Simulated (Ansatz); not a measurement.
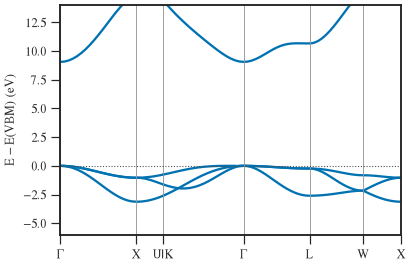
Figure. Band structure from DFT-PBEsol in the program Ansatz with PAW potentials

### Question
Read off the gap and where the band edges lie.

### Answer
About 9.1 eV (9.06 eV by a search for the band edges); maximum on the K–Γ line, 82 % of the way from K, minimum at Γ.

The material is LiF (rock salt, Fm-3m).

Symmetry was held in the PBEsol relaxation.

Potentials: the earlier of the program's two PAW sets. The files were generated under PBE; for other functionals the program regenerates the frozen cores, and for LDA and PBEsol the local potential too.
